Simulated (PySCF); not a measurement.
System: C$_{4}$H$_{12}$AlFN$_{2}$.

The calculation's input:

```
{"job": {"kind": "nmr", "xc": "PBE0", "basis": "pcSseg-1"}, "charge": 0, "multiplicity": 1}
C      3.830435    -0.372080    -0.337996
C      2.427647    -0.474148    -0.839370
C      1.364449    -0.005844    -0.207946
C     -0.048607    -0.138109    -0.690043
N     -0.868113    -0.905701     0.236963
Al    -1.999462    -0.115494     1.389691
N     -3.641236     0.231536     0.136850
F     -2.882021    -1.035836     2.459032
H      4.443031     0.189164    -1.043850
H      3.861084     0.124467     0.628491
H      4.269969    -1.364515    -0.238032
H      2.313384    -0.963602    -1.799550
H      1.459475     0.472799     0.758539
H     -0.495192     0.861327    -0.754085
H     -0.057760    -0.592649    -1.692052
H     -0.494588    -1.843714     0.327460
H     -1.687849     1.312198     1.843467
H     -4.039334    -0.694588    -0.003880
H     -4.339864     0.810768     0.592357
H     -3.420598     0.630677    -0.769082
```

Run with:

```sh
OMP_NUM_THREADS=1 python probes_run.py task.json out
```

Geometry: GFN2-xTB.

Computed with PBE0/pcSseg-1, SCF density, gas phase, non-relativistic (PySCF).

**What can the converged electron density and electron localisation function tell about the bonding?**

C–C (1.32 Å): ρ at the midpoint is about 2.3 e/Å³; the ELF peaks at about 0.90 between the atoms (a short, multiple covalent bond).
C–C (1.49 Å): ρ at the midpoint is about 1.7 e/Å³; the ELF peaks at about 0.95 between the atoms (localised, covalent bonding).

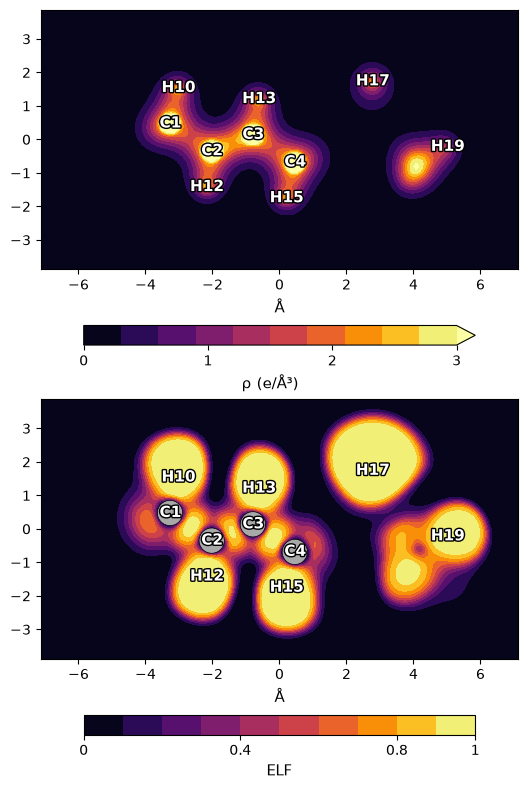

Computed electron density and electron localisation function on the plane of atoms C2, C1 and H10, in this order. Grey discs cover the atomic cores in the ELF map. 
